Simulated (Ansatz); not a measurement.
Level of theory: PBE (plane waves to 420 eV, PAW; Ansatz, a first-principles code).

Host crystal: corundum, with a band gap (PBE, scalar-relativistic without spin-orbit coupling).

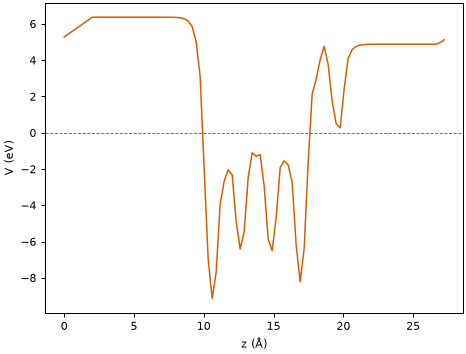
Fig. 1. Planar average of the electrostatic potential across the slab, in eV from the highest filled level, for NH2 on the 1x1 (0001) surface of corundum (cut with top plane Al), one in a 1x1 cell, started at the site 'over Al at depth 1.2 Å'

Model: 23-atom slab, 6.7 Å thick at the start under the adsorbate (thin: gaps and levels are the slab's own), 6x6x1 mesh, Fermi-Dirac 0.01 eV, dipole correction, 9 atoms held, the rest relaxed; no symmetry held; spin-polarised, ending with about 1.0 μB a cell; orders that need a larger cell were not tried, no spin-orbit, no U, no dispersion correction. At the end it is bonded to Al. In PBE it is, or lies within 0.03 eV of, the lowest of the starts that converged.

Problem. The surface cell has an area of 20.03 Å². What dipole along the normal does the step between the two vacuum levels imply?

Solution. the top vacuum level lies 1.49 eV below the bottom one; p = −ε₀ A ΔV (ε₀ = 0.005526 e/(V·Å)) gives 0.16 e·Å a cell.
